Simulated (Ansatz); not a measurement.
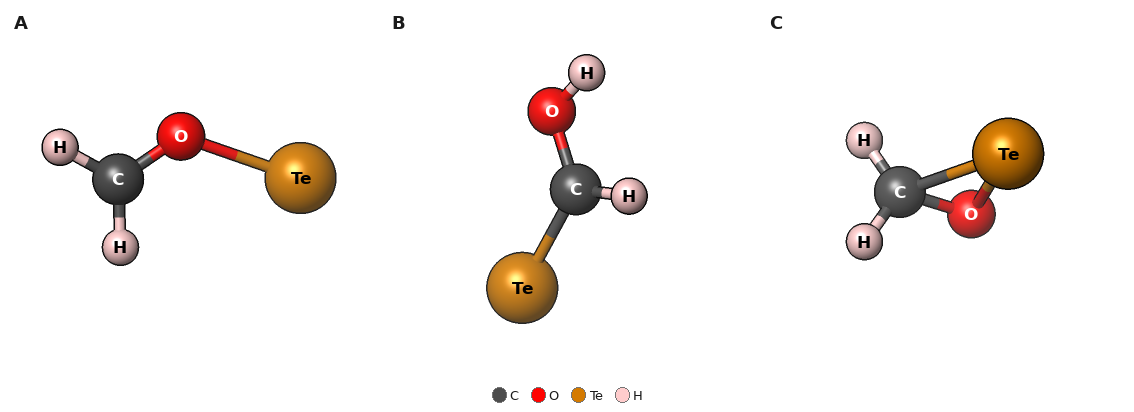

3 stationary structures of one formula. Geometries: PBE0-D4/def2-TZVP. Electronic energies: RHF-CCSD(T) (frozen core)/def2-TZVPP (Ansatz 0.2.0), without zero-point energy. No frequency run is at hand to confirm each as a minimum.

### Which is lowest in energy, and by how much?

B is lowest (Cs); C lies 0.490 eV above it (Cs), A lies 1.012 eV above it (Cs).
